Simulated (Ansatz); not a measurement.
CH4Sn (SMILES [CH3][SnH])

Input

```
crystal:
  periodic: [false, false, false]
  atoms:
    - symbol: C
      position_ang: [-2.115114, -0.590837, -0.471880]
    - symbol: Sn
      position_ang: [-0.057060, 0.172199, -0.111644]
    - symbol: H
      position_ang: [-2.476608, -1.106599, 0.434348]
    - symbol: H
      position_ang: [-2.817654, 0.211854, -0.738765]
    - symbol: H
      position_ang: [-2.090287, -1.339469, -1.282320]
    - symbol: H
      position_ang: [0.549670, -1.481307, 0.246722]
basis:
  gaussian:
    orbitals: def2-TZVPD
magnetization:
  spin_polarized: false
hamiltonian:
  xc: {name: PBE0}
output: {forces: true, orbitals: {seedname: orbitals}}
```

Launched as:

```sh
ansatz run input.yaml --threads 1 --pin off --max-ram 2610MiB --events-out events.jsonl --progress --plain --runs-dir runs
```

Geometry: B3LYP-D3(BJ)/def2-SVP; core potentials replace the inner electrons of Sn.

The calculation used Ansatz, isolated molecule in a Gaussian basis; Kohn-Sham density functional theory, functional PBE0.

### What will maps of the electron density and electron localisation function show?

C–Sn (2.22 Å): the density is about 0.62 e/Å³ at the midpoint; the ELF peaks at about 0.90 in the valence shell of C, 0.7 Å from its nucleus, and drops to about 0.20 between the two atoms.
C–H (1.10 Å): the density is about 1.9 e/Å³ at the midpoint; the ELF climbs to about 1 towards the hydrogen, as it does in any bond to H (an ordinary covalent bond to hydrogen).
Sn–H (1.80 Å): the density is about 0.94 e/Å³ at the midpoint; the ELF climbs to about 1 towards the hydrogen.

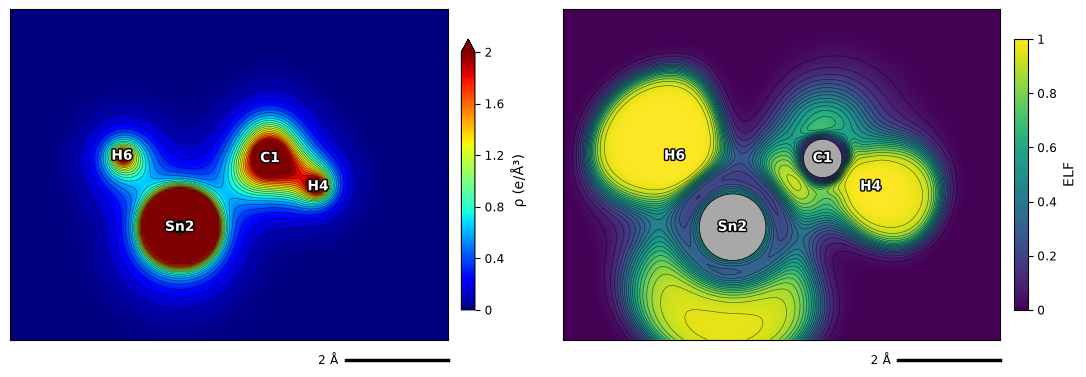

Computed electron density and electron localisation function on the plane of atoms Sn2, C1 and H4, in this order. Grey discs cover the atomic cores in the ELF map. 
